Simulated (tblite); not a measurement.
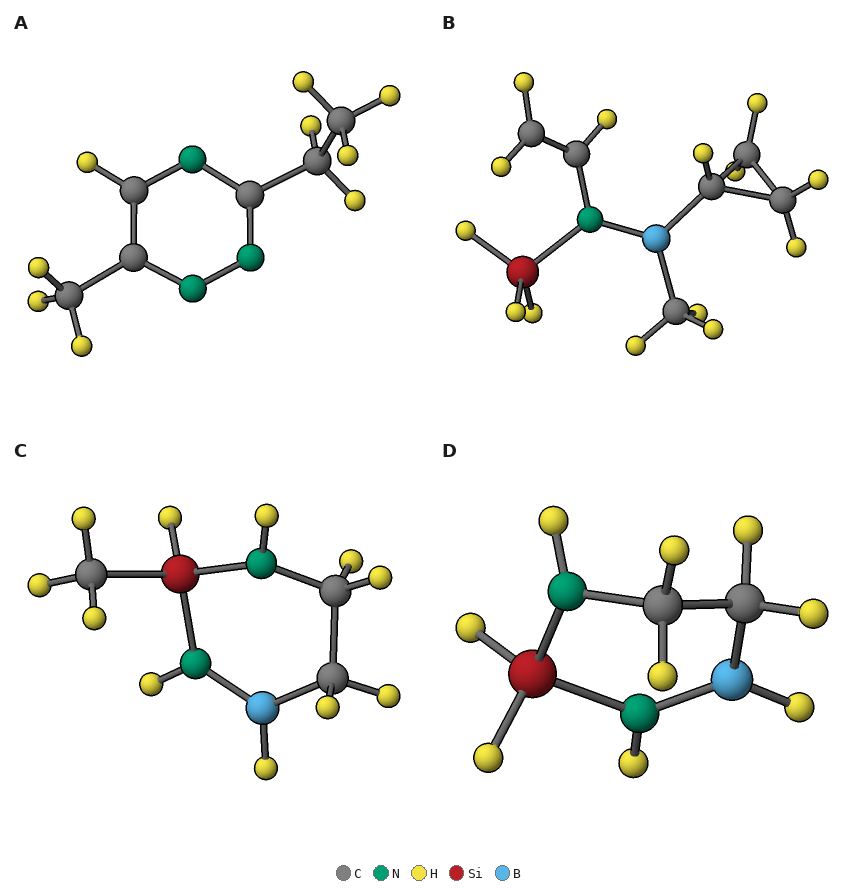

Figure made from data computed with tblite.

```xyz
18
charge 0, multiplicity 1
C     2.5660    0.2279    0.4232
Si    1.0987    0.0383   -0.7575
N     0.0141    1.4055   -0.6887
B    -1.3475    1.3551   -0.4059
C    -2.0240   -0.0449   -0.0785
C    -1.2974   -1.2763   -0.6193
N     0.1041   -1.2548   -0.2322
H     2.2513    0.3576    1.4535
H     3.2109   -0.6428    0.3792
H     3.1662    1.0880    0.1468
H     1.5785   -0.0190   -2.1586
H     0.4282    2.3075   -0.8664
H    -1.9757    2.3487   -0.3675
H    -3.0590   -0.0817   -0.4244
H    -2.0667   -0.1309    1.0115
H    -1.7541   -2.1865   -0.2158
H    -1.4040   -1.3072   -1.7134
H     0.5017   -2.1780   -0.1624
```

Which picture belongs to the input above?

C. The file holds C3H11BN2Si, `C[Si@@H]1NBCCN1`.
